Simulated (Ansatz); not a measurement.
Molecular dynamics, with input and output: SiH₄O₂ (part 2 of 2)

Continued. System: SiH₄O₂. Method: RKS PBE-D4/6-31G (Ansatz 0.2.0). It belongs to a series of runs on one base structure; here: dynamics from the start.

## The program's output, continued
```
md step   121: t =    60.50 fs  T =    92.1 K  F+E_penalty+E_count = -12026.78231819 eV  E_kin = 0.059553 eV  conserved = -12026.74177418 eV  (26 SCF iters)
md step   122: t =    61.00 fs  T =    65.1 K  F+E_penalty+E_count = -12026.76435695 eV  E_kin = 0.042092 eV  conserved = -12026.74143835 eV  (21 SCF iters)
md step   123: t =    61.50 fs  T =    52.3 K  F+E_penalty+E_count = -12026.75578784 eV  E_kin = 0.033795 eV  conserved = -12026.74129069 eV  (24 SCF iters)
md step   124: t =    62.00 fs  T =    57.3 K  F+E_penalty+E_count = -12026.75895934 eV  E_kin = 0.037013 eV  conserved = -12026.74136247 eV  (21 SCF iters)
md step   125: t =    62.50 fs  T =    78.4 K  F+E_penalty+E_count = -12026.77275172 eV  E_kin = 0.050676 eV  conserved = -12026.74164044 eV  (22 SCF iters)
md step   126: t =    63.00 fs  T =   109.1 K  F+E_penalty+E_count = -12026.79279122 eV  E_kin = 0.070499 eV  conserved = -12026.74206459 eV  (26 SCF iters)
md step   127: t =    63.50 fs  T =   139.3 K  F+E_penalty+E_count = -12026.81247310 eV  E_kin = 0.090007 eV  conserved = -12026.74251640 eV  (26 SCF iters)
md step   128: t =    64.00 fs  T =   158.6 K  F+E_penalty+E_count = -12026.82491680 eV  E_kin = 0.102483 eV  conserved = -12026.74282098 eV  (26 SCF iters)
md step   129: t =    64.50 fs  T =   160.4 K  F+E_penalty+E_count = -12026.82572533 eV  E_kin = 0.103678 eV  conserved = -12026.74279775 eV  (27 SCF iters)
md step   130: t =    65.00 fs  T =   146.0 K  F+E_penalty+E_count = -12026.81566730 eV  E_kin = 0.094387 eV  conserved = -12026.74238329 eV  (27 SCF iters)
md step   131: t =    65.50 fs  T =   125.5 K  F+E_penalty+E_count = -12026.80142549 eV  E_kin = 0.081084 eV  conserved = -12026.74175890 eV  (27 SCF iters)
md step   132: t =    66.00 fs  T =   113.0 K  F+E_penalty+E_count = -12026.79266394 eV  E_kin = 0.073046 eV  conserved = -12026.74131454 eV  (28 SCF iters)
md step   133: t =    66.50 fs  T =   118.8 K  F+E_penalty+E_count = -12026.79616998 eV  E_kin = 0.076777 eV  conserved = -12026.74136387 eV  (22 SCF iters)
md step   134: t =    67.00 fs  T =   141.8 K  F+E_penalty+E_count = -12026.81125094 eV  E_kin = 0.091677 eV  conserved = -12026.74185642 eV  (27 SCF iters)
md step   135: t =    67.50 fs  T =   171.2 K  F+E_penalty+E_count = -12026.83043004 eV  E_kin = 0.110658 eV  conserved = -12026.74243151 eV  (27 SCF iters)
md step   136: t =    68.00 fs  T =   193.5 K  F+E_penalty+E_count = -12026.84472510 eV  E_kin = 0.125085 eV  conserved = -12026.74274208 eV  (27 SCF iters)
md step   137: t =    68.50 fs  T =   200.9 K  F+E_penalty+E_count = -12026.84893482 eV  E_kin = 0.129838 eV  conserved = -12026.74268050 eV  (26 SCF iters)
md step   138: t =    69.00 fs  T =   193.8 K  F+E_penalty+E_count = -12026.84352615 eV  E_kin = 0.125241 eV  conserved = -12026.74235330 eV  (26 SCF iters)
md step   139: t =    69.50 fs  T =   179.2 K  F+E_penalty+E_count = -12026.83323623 eV  E_kin = 0.115822 eV  conserved = -12026.74194292 eV  (26 SCF iters)
md step   140: t =    70.00 fs  T =   166.6 K  F+E_penalty+E_count = -12026.82432627 eV  E_kin = 0.107681 eV  conserved = -12026.74160477 eV  (26 SCF iters)
md step   141: t =    70.50 fs  T =   164.1 K  F+E_penalty+E_count = -12026.82209006 eV  E_kin = 0.106030 eV  conserved = -12026.74143421 eV  (21 SCF iters)
md step   142: t =    71.00 fs  T =   175.7 K  F+E_penalty+E_count = -12026.82924064 eV  E_kin = 0.113572 eV  conserved = -12026.74147147 eV  (21 SCF iters)
md step   143: t =    71.50 fs  T =   200.8 K  F+E_penalty+E_count = -12026.84518552 eV  E_kin = 0.129753 eV  conserved = -12026.74171325 eV  (25 SCF iters)
md step   144: t =    72.00 fs  T =   233.3 K  F+E_penalty+E_count = -12026.86606061 eV  E_kin = 0.150783 eV  conserved = -12026.74211324 eV  (26 SCF iters)
md step   145: t =    72.50 fs  T =   263.7 K  F+E_penalty+E_count = -12026.88552031 eV  E_kin = 0.170422 eV  conserved = -12026.74257071 eV  (26 SCF iters)
md step   146: t =    73.00 fs  T =   281.1 K  F+E_penalty+E_count = -12026.89642277 eV  E_kin = 0.181672 eV  conserved = -12026.74292383 eV  (26 SCF iters)
md step   147: t =    73.50 fs  T =   277.5 K  F+E_penalty+E_count = -12026.89343772 eV  E_kin = 0.179352 eV  conserved = -12026.74297910 eV  (26 SCF iters)
md step   148: t =    74.00 fs  T =   252.1 K  F+E_penalty+E_count = -12026.87599960 eV  E_kin = 0.162962 eV  conserved = -12026.74261564 eV  (26 SCF iters)
md step   149: t =    74.50 fs  T =   213.9 K  F+E_penalty+E_count = -12026.84997143 eV  E_kin = 0.138220 eV  conserved = -12026.74193375 eV  (27 SCF iters)
these checks for a lower state are left out or cut short: starts, cluster_reference, orbital_swaps, neighbouring_geometries, increment
466 factors; integrals over basis functions are off by at most 1.7e-4 eV
mean field -12026.73364110 eV, -441.9743092978 hartree, gradient 6.4e-6 eV, S^2 0.000000; 0 other end points of the search recorded, 0 dependent functions left out
the calculation of the forces begins
reference -12026.73367429 eV, -441.9743105174 hartree; 17, 17 occupied and 22, 22 virtual orbitals, 466 factors
466 factors; integrals over basis functions are off by at most 1.7e-4 eV
mean field evaluation 1152: about -12026.6913 eV, gradient 3.5e0 eV
mean field -12026.73364110 eV, -441.9743092978 hartree, gradient 6.4e-6 eV, S^2 0.000000; 1 other end points of the search recorded, 0 dependent functions left out
the calculation of the forces begins
reference -12026.73367429 eV, -441.9743105174 hartree; 17, 17 occupied and 22, 22 virtual orbitals, 466 factors
md step   150: t =    75.00 fs  T =   178.4 K  F+E_penalty+E_count = -12026.82589515 eV  E_kin = 0.115289 eV  conserved = -12026.74129883 eV  (24 SCF iters)
```

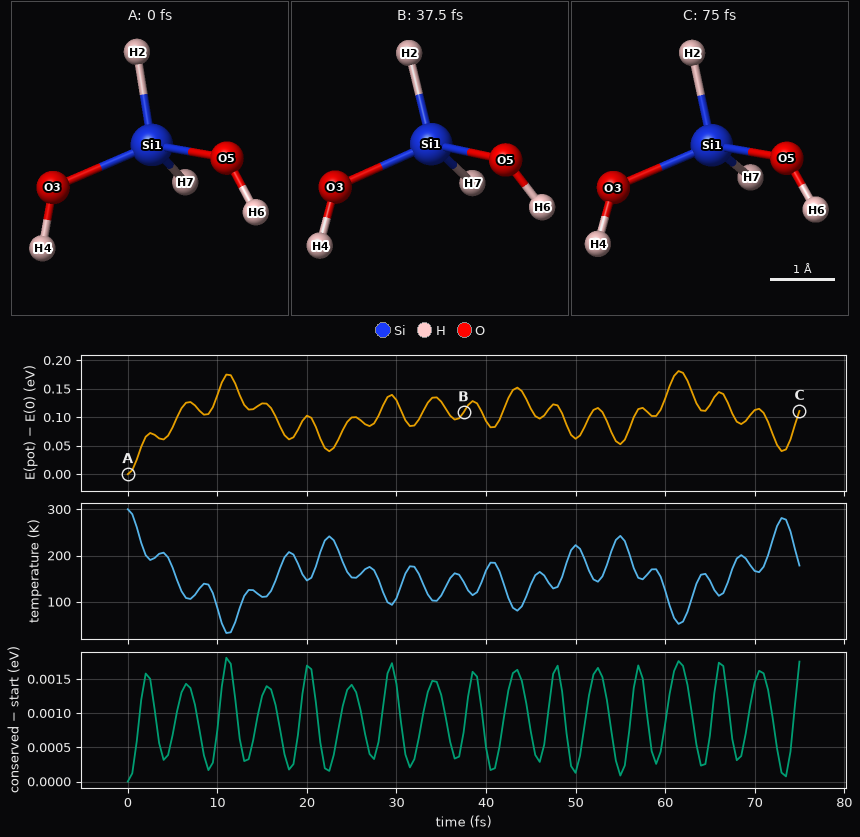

Fig. 1: Frames of the molecular dynamics (ball-and-stick, seen at a tilt) above the curves, on which the letters mark them. The trajectory kept here has 151 frames over 75 fs. The temperature starts at 300 K, ranges from 33 to 300 K and averages 161 K over the second half. The potential energy ends 0.111 eV above its first value. The conserved quantity stays within 0.0018 eV. After an unweighted best fit of the last frame on the first, the root-mean-square displacement is 0.13 Å, and H4 has moved furthest (0.22 Å).

```
Total energy: -12026.82592834 eV, -441.9777007910 hartree
Atom 0 at    -0.077516    -0.139147     0.194769 Å, force    -0.195101    -0.043291    -0.084769 eV/Å
Atom 1 at     0.112680     0.122499     1.656905 Å, force    -0.138046    -0.088803     0.009258 eV/Å
Atom 2 at     1.570308    -0.226278    -0.335850 Å, force    -0.303898    -0.074637     0.692236 eV/Å
Atom 3 at     1.937044    -0.202202    -1.226424 Å, force     0.052447    -0.051585    -0.680183 eV/Å
Atom 4 at    -0.962471     1.255780    -0.382753 Å, force     1.000863    -0.377875     2.037722 eV/Å
Atom 5 at    -1.316795     1.294225    -1.252733 Å, force    -0.881627     0.107090    -2.018693 eV/Å
Atom 6 at    -0.911570    -1.434705    -0.126428 Å, force     0.465361     0.529099     0.044430 eV/Å
Dipole moment:    -0.126704    -0.210510    -0.591750 e Å
```

## Trajectory as extended XYZ (Å, eV, eV/Å), 13 of the 151 frames kept, from step=0 to step=150
```
7
Properties=species:S:1:pos:R:3:forces:R:3 step=0 time_fs=0.0 energy=-12026.93694 temperature=300.0
Si   -0.0760   -0.1303    0.1919    0.0002  -0.0004  -0.0002
H     0.0162    0.0747    1.6695   -0.0001  -0.0002  -0.0001
O     1.5799   -0.2162   -0.3306    0.0003  -0.0008  -0.0015
H     1.8172   -0.5043   -1.2382   -0.0003   0.0007   0.0015
O    -0.9684    1.2501   -0.3741   -0.0005   0.0005  -0.0013
H    -1.3102    1.2991   -1.2927    0.0003  -0.0005   0.0013
H    -0.8021   -1.4055   -0.2288    0.0001   0.0007   0.0002
7
Properties=species:S:1:pos:R:3:forces:R:3 step=12 time_fs=6.0 energy=-12026.82104 temperature=122.8
Si   -0.0950   -0.1382    0.1990    1.2155   0.6215  -0.3981
H    -0.0209    0.1752    1.6690    0.0809  -0.2463  -0.1302
O     1.6019   -0.2150   -0.3389   -0.5268  -0.0438  -0.0823
H     1.8504   -0.4721   -1.2688   -0.3257   0.1297   0.5670
O    -0.9524    1.2505   -0.3782   -1.0313   0.3946  -1.2915
H    -1.4512    1.3733   -1.2577    0.9655  -0.4435   1.3592
H    -0.7319   -1.4171   -0.2345   -0.3782  -0.4121  -0.0241
7
Properties=species:S:1:pos:R:3:forces:R:3 step=25 time_fs=12.5 energy=-12026.79822 temperature=86.9
Si   -0.1007   -0.1402    0.2005    0.8841  -0.3068  -0.9724
H    -0.0298    0.1960    1.6453    0.1310  -0.2534   0.2423
O     1.6095   -0.2119   -0.3396   -1.1224   0.2008   0.9405
H     1.8208   -0.4370   -1.2623    0.0151  -0.1471  -0.4624
O    -0.9427    1.2538   -0.3856    0.4269  -0.1737   0.9420
H    -1.4956    1.3634   -1.1573   -0.4844  -0.0587  -0.9767
H    -0.7631   -1.5111   -0.2315    0.1496   0.7389   0.2868
7
Properties=species:S:1:pos:R:3:forces:R:3 step=38 time_fs=19.0 energy=-12026.85903 temperature=182.7
Si   -0.0929   -0.1438    0.1911    0.9312   0.9862   0.6170
H     0.0093    0.1167    1.6767    0.0478  -0.1465  -0.2388
O     1.5932   -0.2065   -0.3281   -0.6416  -0.0119   0.2548
H     1.7592   -0.4182   -1.2696    0.1790  -0.0565  -0.2456
O    -0.9366    1.2571   -0.3879    0.6154  -0.1534   0.9988
H    -1.5128    1.2852   -1.1474   -0.6952  -0.0148  -1.0981
H    -0.7792   -1.4094   -0.1471   -0.4366  -0.6031  -0.2880
7
Properties=species:S:1:pos:R:3:forces:R:3 step=50 time_fs=25.0 energy=-12026.83722 temperature=152.6
Si   -0.0760   -0.1395    0.1872   -0.7154  -0.3534   0.5199
H     0.0650   -0.0028    1.6601   -0.0173   0.1486   0.2068
O     1.5657   -0.2028   -0.3166    0.4883  -0.3479  -1.1606
H     1.7414   -0.4021   -1.2810    0.1015   0.1662   0.6679
O    -0.9328    1.2601   -0.3873   -1.1787  -0.0828  -1.4844
H    -1.5355    1.1734   -1.2151    1.0568   0.1583   1.3986
H    -0.8912   -1.4212   -0.1365    0.2648   0.3110  -0.1483
7
Properties=species:S:1:pos:R:3:forces:R:3 step=62 time_fs=31.0 energy=-12026.84236 temperature=161.2
Si   -0.0661   -0.1367    0.1910   -1.2320  -0.3258   0.8164
H     0.1117   -0.0809    1.6822   -0.1470   0.2193  -0.0870
O     1.5450   -0.2042   -0.3184    0.8199  -0.1561  -0.1352
H     1.7929   -0.3659   -1.2419    0.2642  -0.0385  -0.4816
O    -0.9363    1.2613   -0.3950    0.4305  -0.0885   0.5576
H    -1.4762    1.0919   -1.1823   -0.5086   0.1117  -0.5950
H    -0.9402   -1.3709   -0.1843    0.3730   0.2779  -0.0751
7
Properties=species:S:1:pos:R:3:forces:R:3 step=75 time_fs=37.5 energy=-12026.82841 temperature=143.4
Si   -0.0699   -0.1366    0.2052   -0.0618   0.5835   0.0557
H     0.1101   -0.0840    1.6890   -0.1482   0.1584   0.0093
O     1.5446   -0.2109   -0.3321    0.5065  -0.0772   0.3916
H     1.8909   -0.3160   -1.2285   -0.0012  -0.0169  -0.4604
O    -0.9386    1.2593   -0.4017    0.7929   0.0932   1.2030
H    -1.4674    1.0774   -1.1801   -0.8015  -0.0221  -1.0519
H    -0.8949   -1.2700   -0.2792   -0.2867  -0.7189  -0.1473
7
Properties=species:S:1:pos:R:3:forces:R:3 step=88 time_fs=44.0 energy=-12026.79099 temperature=90.3
Si   -0.0775   -0.1323    0.2185   -0.1098  -0.6263  -1.4541
H     0.0533   -0.0245    1.7011   -0.0337   0.0143   0.0411
O     1.5605   -0.2208   -0.3447    0.3014  -0.0064   0.0172
H     1.9376   -0.2540   -1.2588   -0.5831   0.0266   0.5193
O    -0.9373    1.2565   -0.4011   -0.9524  -0.0408  -1.0336
H    -1.5210    1.1183   -1.2311    0.9715   0.2015   1.3286
H    -0.8922   -1.3509   -0.3884    0.4062   0.4311   0.5815
7
Properties=species:S:1:pos:R:3:forces:R:3 step=100 time_fs=50.0 energy=-12026.87476 temperature=222.5
Si   -0.0848   -0.1330    0.2152    0.7209   0.3233  -0.5737
H    -0.0135    0.0372    1.7153    0.0804  -0.0983  -0.2789
O     1.5775   -0.2299   -0.3459   -0.3104   0.1198   0.5217
H     1.8597   -0.1916   -1.2840   -0.2150  -0.0150   0.0437
O    -0.9397    1.2543   -0.3998   -0.0231   0.0861   0.2409
H    -1.5067    1.1878   -1.1958    0.0295  -0.0291  -0.0682
H    -0.7923   -1.3418   -0.3254   -0.2823  -0.3868   0.1145
7
Properties=species:S:1:pos:R:3:forces:R:3 step=112 time_fs=56.0 energy=-12026.85792 temperature=204.0
Si   -0.0845   -0.1315    0.2037    0.3204  -0.0857  -0.2440
H    -0.0539    0.0732    1.6692    0.1757  -0.0180   0.3064
O     1.5878   -0.2363   -0.3365   -0.5693   0.1930   0.5427
H     1.7214   -0.1385   -1.2966    0.2980  -0.0332  -0.4784
O    -0.9428    1.2544   -0.3937    0.7875  -0.0538   1.2233
H    -1.4793    1.2409   -1.1778   -0.8160  -0.0139  -1.3073
H    -0.7622   -1.4280   -0.2081   -0.1964   0.0117  -0.0427
7
Properties=species:S:1:pos:R:3:forces:R:3 step=125 time_fs=62.5 energy=-12026.77275 temperature=78.4
Si   -0.0803   -0.1320    0.1895   -0.4029  -0.7860   1.0016
H    -0.0347    0.1007    1.6844    0.1210  -0.0522  -0.2392
O     1.5885   -0.2379   -0.3242   -0.2951   0.3222  -1.0310
H     1.6486   -0.1089   -1.3180    0.4638  -0.2059   0.5883
O    -0.9456    1.2552   -0.3829   -0.9597   0.1793  -1.5107
H    -1.4766    1.2872   -1.2526    0.8885  -0.1623   1.3107
H    -0.7955   -1.5059   -0.0973    0.1843   0.7049  -0.1198
7
Properties=species:S:1:pos:R:3:forces:R:3 step=138 time_fs=69.0 energy=-12026.84353 temperature=193.8
Si   -0.0797   -0.1395    0.1876    0.3144   0.9055   0.6875
H     0.0340    0.1119    1.6493    0.0456   0.0253   0.2033
O     1.5800   -0.2330   -0.3249   -0.0207   0.1050  -0.6654
H     1.7660   -0.1363   -1.2939    0.1398  -0.1353   0.3282
O    -0.9538    1.2563   -0.3802   -0.4237   0.0122  -0.8824
H    -1.4049    1.3060   -1.2731    0.4331  -0.1408   0.7747
H    -0.8038   -1.3954   -0.0460   -0.4885  -0.7718  -0.4459
7
Properties=species:S:1:pos:R:3:forces:R:3 step=150 time_fs=75.0 energy=-12026.82589 temperature=178.4
Si   -0.0775   -0.1391    0.1948   -0.1951  -0.0433  -0.0848
H     0.1127    0.1225    1.6569   -0.1380  -0.0888   0.0093
O     1.5703   -0.2263   -0.3358   -0.3039  -0.0746   0.6922
H     1.9370   -0.2022   -1.2264    0.0524  -0.0516  -0.6802
O    -0.9625    1.2558   -0.3828    1.0009  -0.3779   2.0377
H    -1.3168    1.2942   -1.2527   -0.8816   0.1071  -2.0187
H    -0.9116   -1.4347   -0.1264    0.4654   0.5291   0.0444
```

The run was set up as follows.

## Input
```yaml
crystal:
  periodic: [false, false, false]
  atoms:
    - { symbol: Si, position_ang: [-0.075996, -0.130287, 0.191883] }
    - { symbol: H, position_ang: [0.01624, 0.074661, 1.66948] }
    - { symbol: O, position_ang: [1.579913, -0.216204, -0.330554] }
    - { symbol: H, position_ang: [1.817229, -0.50432, -1.238166] }
    - { symbol: O, position_ang: [-0.968435, 1.250055, -0.374069] }
    - { symbol: H, position_ang: [-1.310173, 1.299083, -1.292687] }
    - { symbol: H, position_ang: [-0.802077, -1.405488, -0.228788] }
basis:
  gaussian: { orbitals: "6-31G" }
hamiltonian:
  xc: pbe
  dispersion: d4
md:
  timestep: 0.5
  n_steps: 150
  ensemble: nvt_nose_hoover
  temperature: 300.0
  initial_velocities: maxwell_boltzmann
  seed: 431601
```

Launch command:
```bash
ansatz run input.yaml --threads 1 --pin off --max-ram 2048MiB --backend cpu --events-out ev --progress --plain --runs-dir out
```

## Key numbers

```csv
quantity,value
outcome,finished
mean temperature over the second half,161 K
trajectory,"150 steps, 75 fs"
ensemble,nvt_nose_hoover
temperature in the input,300.0 K
time step,0.5 fs
potential energy (last step),−12026.8259 eV
mean-field energy (last step),−12026.7337 eV
largest force (length of the vector) (last step),2.301 eV/Å
hardware,"1 thread of Arm Neoverse V2, 24 GiB of memory available, shared host"
wall time,2.6 min
peak memory,0.084 GiB
```

So short a trajectory is not equilibrated. The temperature stays far from the 300 K of the thermostat over the second half: the run isn't equilibrated.
